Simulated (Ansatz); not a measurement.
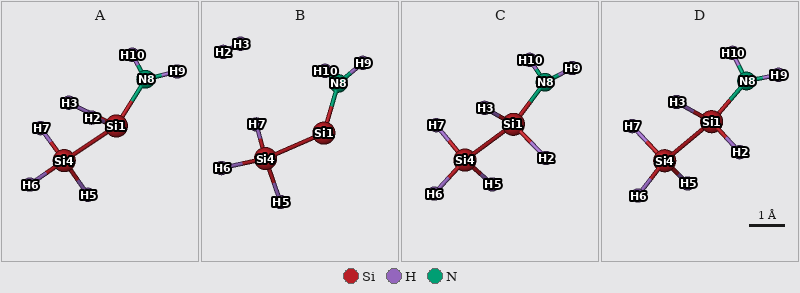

4 geometries from a converged minimum-energy path of Si2NH7, shuffled. A ball-and-stick model, seen from a free direction.

Computed with Ansatz 0.2.0, RHF/def2-SVP. Settings: 7 movable images; climbing image; force threshold 0.05 eV/Å; iteration limit 60; starting path through a guess of the saddle point.

Q: One of them is the converged climbing image. Which?

A: A. In order along the path, whose images run from 0 to 8: C (image 0, 0.0 kcal/mol), D (image 1, +1.7 kcal/mol), A (image 3, +72.6 kcal/mol), B (image 7, +44.6 kcal/mol). Breaking: Si1–H2 (1.48 → 1.54 at the top → 4.45 Å), Si1–H3 (1.49 → 1.66 at the top → 3.82 Å). Forming: H2–H3 (2.38 → 1.08 at the top → 0.75 Å).

Limits of the set-up: Hartree-Fock leaves out electron correlation.

Cost: 5.7 min on 1 thread of Arm Neoverse V2, with other jobs on the host, peak memory 0.14 GiB.
